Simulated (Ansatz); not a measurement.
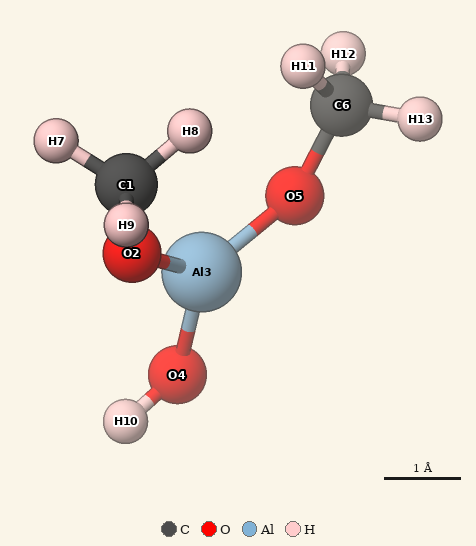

Fig. 1: The structure (ball-and-stick view, seen at a tilt; atoms are numbered from 1 in the order of the input). Sticks mark near contacts. Bond lengths as drawn: Al–O 1.67 to 1.69 Å, C–H 1.10 Å, C–O 1.39 Å and H–O 0.96 Å.

# Two runs on C₂H₇AlO₃

System: C₂H₇AlO₃.
Method of the first run: RKS PBE0-D4/def2-TZVPP (Ansatz 0.2.0).

The geometry comes from this level: PBE0-D4/def2-TZVP. Text and figures count atoms from 1; the logs count them from 0 in places.

The input, the first run:
```yaml
crystal:
  periodic: [false, false, false]
  atoms:
    - {symbol: C, position_ang: [0.385855, -0.959190, 1.832406]}
    - {symbol: O, position_ang: [1.102810, -0.059250, 1.044734]}
    - {symbol: Al, position_ang: [0.909193, 0.787814, -0.393384]}
    - {symbol: O, position_ang: [2.138755, 1.830585, -0.891843]}
    - {symbol: O, position_ang: [-0.431667, 0.676962, -1.387544]}
    - {symbol: C, position_ang: [-1.638718, -0.011324, -1.476766]}
    - {symbol: H, position_ang: [0.867130, -1.943364, 1.822874]}
    - {symbol: H, position_ang: [-0.650049, -1.088092, 1.495269]}
    - {symbol: H, position_ang: [0.358496, -0.610000, 2.870065]}
    - {symbol: H, position_ang: [2.927572, 1.942777, -0.364241]}
    - {symbol: H, position_ang: [-1.736780, -0.800246, -0.720545]}
    - {symbol: H, position_ang: [-1.731184, -0.479684, -2.462397]}
    - {symbol: H, position_ang: [-2.481013, 0.678310, -1.353830]}
basis:
  gaussian: {orbitals: def2-TZVPP}
hamiltonian: {xc: pbe0, dispersion: d4}
output: {orbitals: {seedname: orbitals}}
```

Command:
```bash
ansatz run in.yaml --threads 4 --pin off --events-out ev --progress --plain --max-ram 11315MiB
```

Hardware: 4 threads of Arm Neoverse V2, 23 GiB of memory available, shared host.

Output (the first run):
```
Functional definition: PBE0
  parameter a = 0.25
  parameter kappa = 0.804
  parameter beta = 0.06672455060314922
  exchange = (1 - a)*pbe_x(kappa = kappa, mu = beta*pi^2/3) + a*exact_x
  correlation = pbe_c(beta = beta)
1526 factors; their error is unknown
mean field evaluation 1: about -14906.5315 eV, gradient 9.2e1 eV
mean field evaluation 2: about -14885.6028 eV, gradient 1.4e2 eV
mean field evaluation 4: about -14921.4106 eV, gradient 5.3e0 eV
mean field evaluation 8: about -14921.4659 eV, gradient 1.4e-1 eV
mean field evaluation 16: about -14921.4801 eV, gradient 2.0e-4 eV
mean field -14921.48014017 eV, -548.3542810086 hartree, gradient 2.3e-5 eV, S^2 0.000000; 0 other end points of the search recorded, 0 dependent functions left out
reference -14921.48017974 eV, -548.3542824629 hartree; 28, 28 occupied and 267, 267 virtual orbitals, 1526 factors
Total energy: -14921.67679705 eV, -548.3615080157 hartree
```

The input of the second run differs as follows (lines with − go, lines with + come):
```diff
-  gaussian: {orbitals: def2-TZVPP}
+  gaussian: {orbitals: "def2-QZVPP.json"}
```

Predict how the results change.

The total energy of the second run is 16.6 kcal/mol lower, which measures the change of basis and not a stability. The LUMO goes from −0.25 to −0.49 eV. The basis functions go from 295 to 565. On the same kind of shared host the second run took about 2.8 times as long.

Output (the second run):
```
Functional definition: PBE0
  parameter a = 0.25
  parameter kappa = 0.804
  parameter beta = 0.06672455060314922
  exchange = (1 - a)*pbe_x(kappa = kappa, mu = beta*pi^2/3) + a*exact_x
  correlation = pbe_c(beta = beta)
1731 factors; their error is unknown
mean field evaluation 1: about -14906.0522 eV, gradient 9.6e1 eV
mean field evaluation 2: about -14882.1462 eV, gradient 1.5e2 eV
mean field evaluation 4: about -14922.1271 eV, gradient 6.0e0 eV
mean field evaluation 8: about -14922.1963 eV, gradient 2.2e-1 eV
mean field evaluation 16: about -14922.2011 eV, gradient 2.2e-4 eV
mean field -14922.20106401 eV, -548.3807744711 hartree, gradient 4.2e-5 eV, S^2 0.000000; 0 other end points of the search recorded, 0 dependent functions left out
reference -14922.20111247 eV, -548.3807762520 hartree; 28, 28 occupied and 537, 537 virtual orbitals, 1731 factors
Total energy: -14922.39772978 eV, -548.3880018049 hartree
```

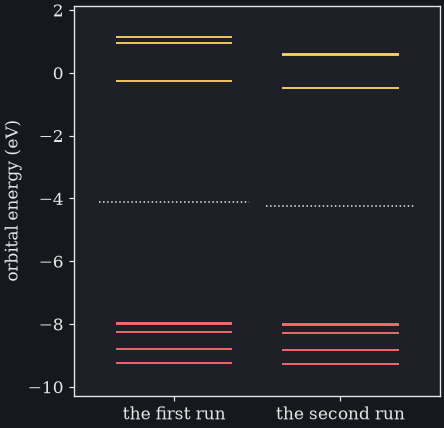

Fig. 2: The five highest filled and three lowest empty orbital energies of the two runs; the dotted lines part filled from empty levels. The HOMO–LUMO gap is 7.72 eV in the first run and 7.52 eV in the second run.

The two runs side by side:

```tsv
quantity	the first run	the second run
outcome	converged	converged
total energy (hartree)	−548.361508	−548.388002
HOMO (eV)	−7.97	−8.01
LUMO (eV)	−0.25	−0.49
basis functions	295	565
wall time (shared host)	3.7 s	11 s
```
